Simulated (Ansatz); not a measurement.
# C2H5ClInN: the cost of one run

All numbers below are computed with Ansatz 0.2.0 (RKS PBE0-D4/def2-SVP).

## (1) The system as given

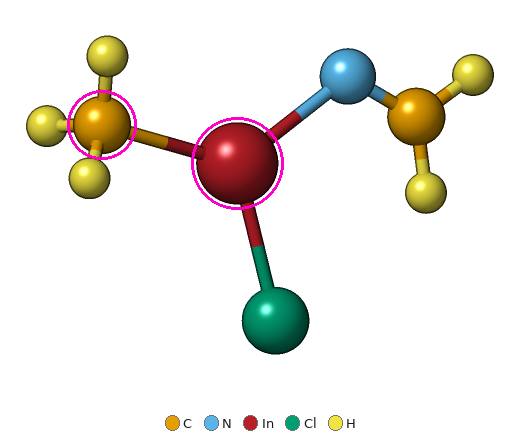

The starting structure, seen from a chosen angle (carbon amber, nitrogen blue, indium red, chlorine teal, hydrogen yellow). Ringed: In3, C4.

Structure file:

```xyz
10

C    -0.9946    2.1200    1.2922
N    -0.9326    0.8763    1.2899
In    0.2062   -0.0642   -0.3071
C     0.6260   -2.2378   -0.7398
Cl    1.0890    1.5794   -1.7180
H    -0.5241    2.7893    0.5561
H    -1.5579    2.6208    2.0830
H    -0.1017   -2.5861   -1.4687
H     0.5627   -2.8217    0.1729
H     1.6272   -2.2760   -1.1606
```

## (2) End point A

Input file input.yaml:

```yaml
crystal:
  periodic: [false, false, false]
  atoms:
    - { symbol: C, position_ang: [-0.99458, 2.12004, 1.29225] }
    - { symbol: "N", position_ang: [-0.9326, 0.8763, 1.28987] }
    - { symbol: In, position_ang: [0.20618, -0.06418, -0.30711] }
    - { symbol: C, position_ang: [0.62598, -2.23779, -0.73978] }
    - { symbol: Cl, position_ang: [1.08896, 1.57939, -1.71799] }
    - { symbol: H, position_ang: [-0.52411, 2.7893, 0.55614] }
    - { symbol: H, position_ang: [-1.55794, 2.62079, 2.08301] }
    - { symbol: H, position_ang: [-0.1017, -2.58613, -1.46867] }
    - { symbol: H, position_ang: [0.56266, -2.82172, 0.17288] }
    - { symbol: H, position_ang: [1.62715, -2.276, -1.16059] }
basis:
  gaussian: { orbitals: def2-SVP }
hamiltonian:
  xc: pbe0
  dispersion: d4
relax:
  f_tol: 0.015
  max_steps: 40
```

Run with:

```console
$ ansatz run input.yaml --threads 2 --pin off --max-ram 3072MiB --backend cpu --events-out ev --progress --plain --runs-dir out
```

What time and memory should one allow on 2 threads of AMD EPYC 7R13 (Zen 3), shared host?

About 30 s, with a peak of 0.29 GiB.
